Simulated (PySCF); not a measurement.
# BH$_{7}$N$_{2}$Si: what the fields show

```xyz
11

B     2.0433    0.1412   -0.4860
N     0.8763    0.2348    0.2834
Si   -0.6479   -0.6072    0.0284
N    -1.9384    0.5332    0.0470
H     3.0207    0.7858   -0.1752
H     2.0570   -0.5828   -1.4566
H     0.8991    0.8662    1.0807
H    -0.9549   -1.5446    1.1504
H    -0.4423   -1.3716   -1.2362
H    -2.8241    0.2953    0.4761
H    -2.0523    1.2228   -0.6866
```

Geometry: PBE0-D3(BJ)/def2-SVP.

The calculation used PBE0/pcSseg-1, SCF density, gas phase, non-relativistic in PySCF 2.14.0.

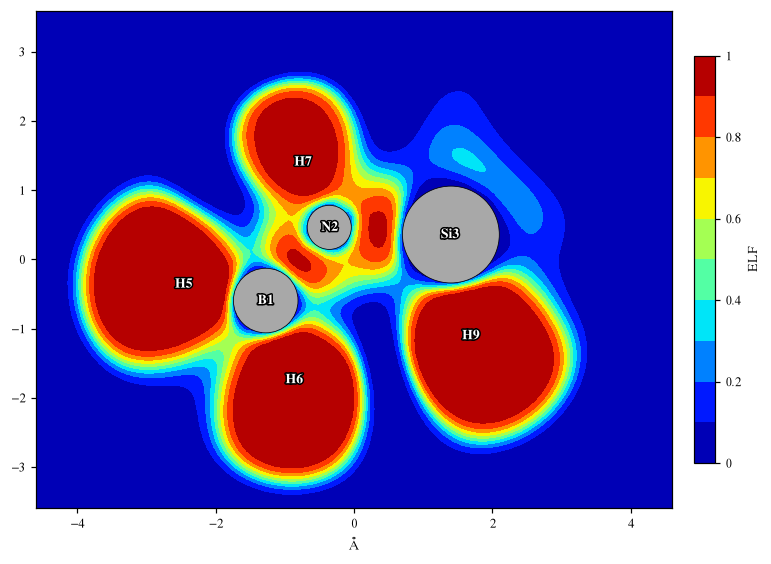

Figure 1. Electron localisation function on the plane of atoms N2, B1 and H5. Grey discs cover the atomic cores.

> What does the map show?

The plane passes through B, N, Si and H nuclei.
B–N (1.40 Å): the ELF peaks at about 0.90 between the atoms, as expected for a short, strongly polar bond.
N–H (1.02 Å): the ELF climbs to about 1 towards the hydrogen, as it does in any bond to H (an ordinary covalent bond to hydrogen).
B–H (1.21 Å): the ELF climbs to about 1 towards the hydrogen; a covalent bond by its length.
Si–H (1.49 Å): the ELF climbs to about 1 towards the hydrogen.

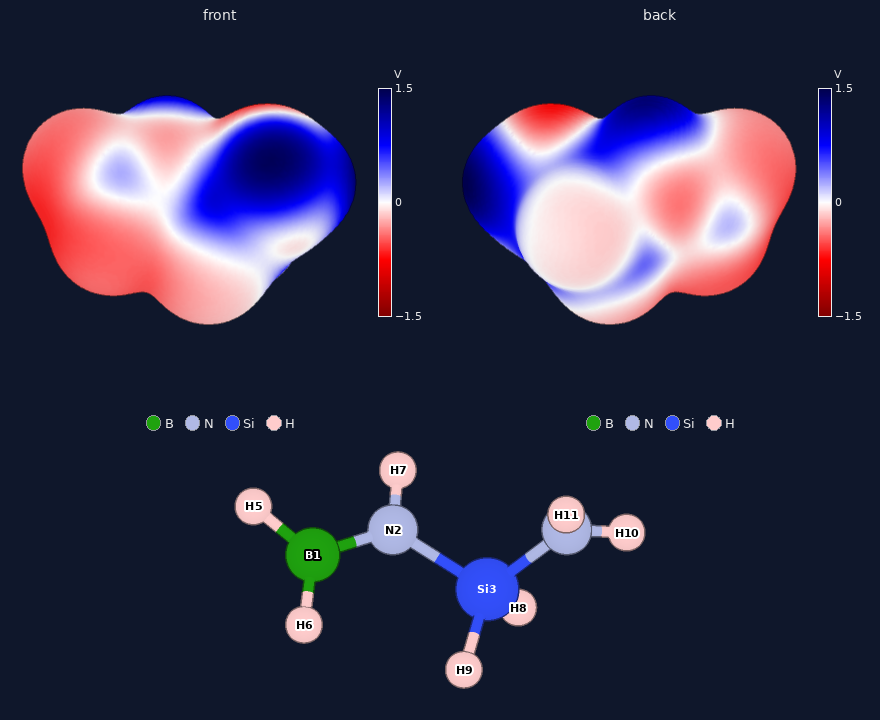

Figure 2. The electrostatic potential painted on the density surface at 0.001 e/bohr³, seen from the front and from behind; the colour scale runs from red (negative) to blue (positive). The bare structure is drawn below in the same view.

> Describe the electrostatic potential map.

The most negative region (about −0.7 V) lies over N4, the most positive (about +1.4 V) over H10 and H11.

> How polar is the molecule by this calculation?

Its dipole moment is 2.56 D.
